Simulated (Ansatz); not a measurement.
**H10O2Si4 (SMILES [SiH]([SiH3])(O[SiH3])O[SiH3]): density, localisation and related maps**

| atom | x (Å) | y (Å) | z (Å) |
| --- | --- | --- | --- |
| Si | -0.0202 | 0.4069 | -0.7307 |
| Si | -0.1053 | 2.7212 | -0.2913 |
| O | 1.3544 | -0.2020 | -0.0790 |
| Si | 2.5512 | -1.2303 | 0.3726 |
| O | -1.3255 | -0.3111 | -0.0496 |
| Si | -2.4457 | -1.3898 | 0.4727 |
| H | -0.0246 | 0.1037 | -2.1798 |
| H | -0.0947 | 2.9610 | 1.1739 |
| H | -1.3425 | 3.3123 | -0.8621 |
| H | 1.0657 | 3.4065 | -0.8953 |
| H | 2.8196 | -2.2045 | -0.7094 |
| H | 2.1515 | -1.9637 | 1.5931 |
| H | 3.7796 | -0.4571 | 0.6477 |
| H | -3.3895 | -0.7124 | 1.3854 |
| H | -1.7825 | -2.5005 | 1.1915 |
| H | -3.1916 | -1.9400 | -0.6806 |

Theory: Hartree-Fock, Gaussian basis def2-SVP (Ansatz).

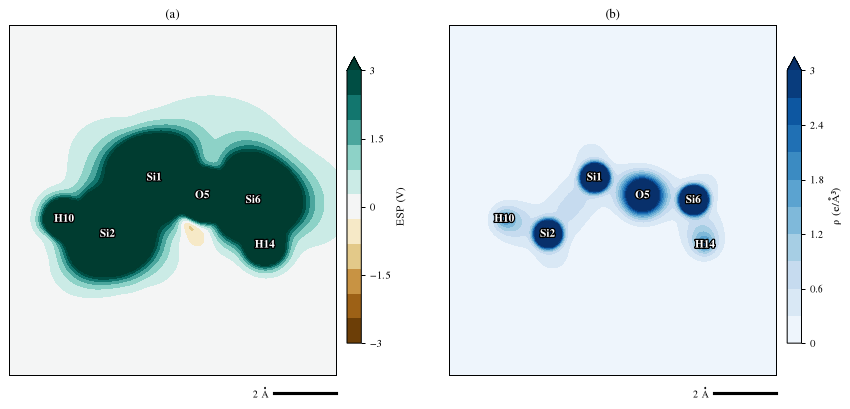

Figure 1. (a) molecular electrostatic potential; (b) electron density on the plane of atoms O5, Si6 and H14.

What do the fields say about this system?

- Atoms in the plane: Si, O and H.
- Si–O (1.64 Å): ρ at the midpoint is about 1.1 e/Å³.
- Si–Si (2.36 Å): ρ is about 0.71 e/Å³ halfway.
- Si–H (1.49 Å): ρ is about 0.76 e/Å³ halfway.
- Outside the dense part of the molecule the potential is most negative (−0.8 V) near O5.

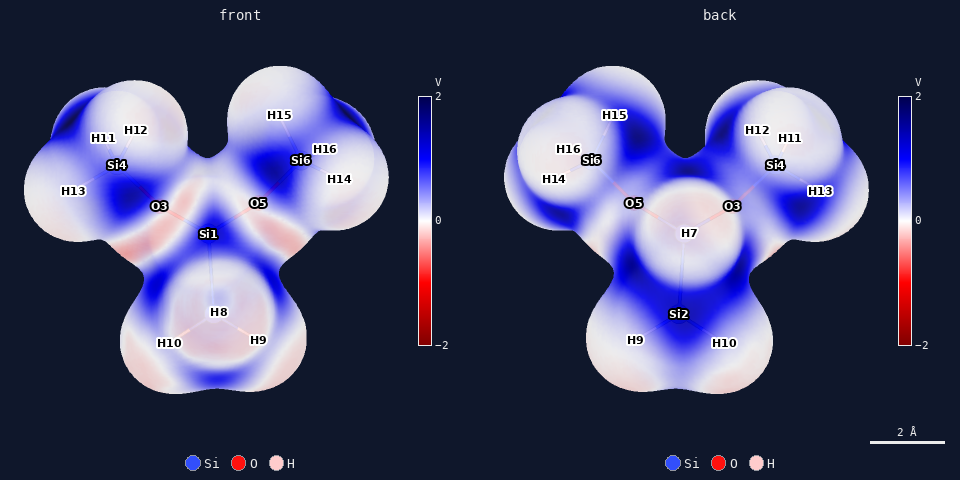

Figure 2. The molecular electrostatic potential painted on the density surface at 0.002 e/bohr³, seen from the front and from behind; red is negative and blue positive.

Describe the electrostatic potential map.

The most negative region (about −0.3 V) lies over O3 and O5, the most positive (about +1.8 V) over Si4 and Si6.

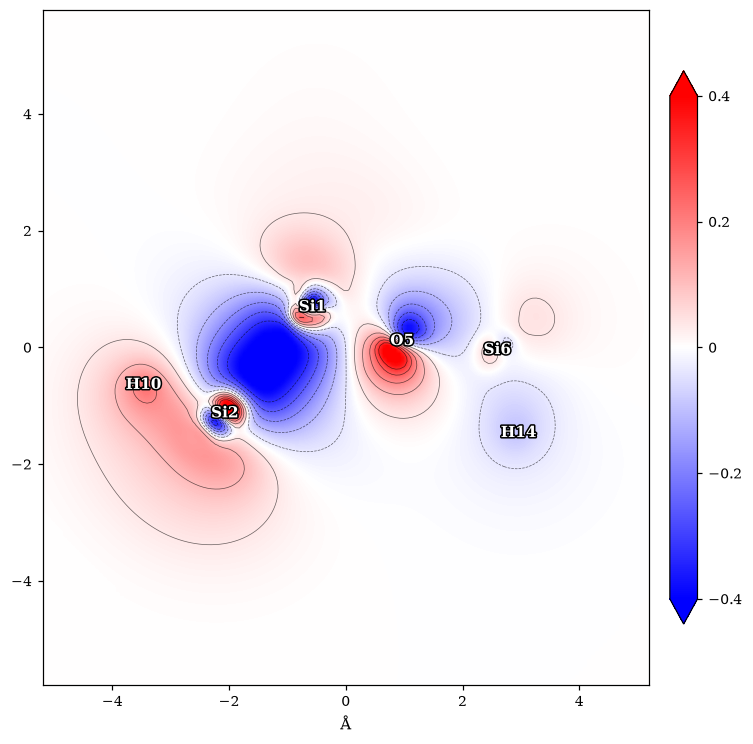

Figure 3. The HOMO on the plane of atoms Si1, Si2 and H10 (values in Å⁻³ᐟ²; the overall sign is arbitrary).

Describe this orbital and give its energy.

It lies mainly on Si2 (about 30 %), Si1 (about 30 %), H7 (about 10 %), O5 (about 5 %) and O3 (about 5 %). Its energy is −10.59 eV.
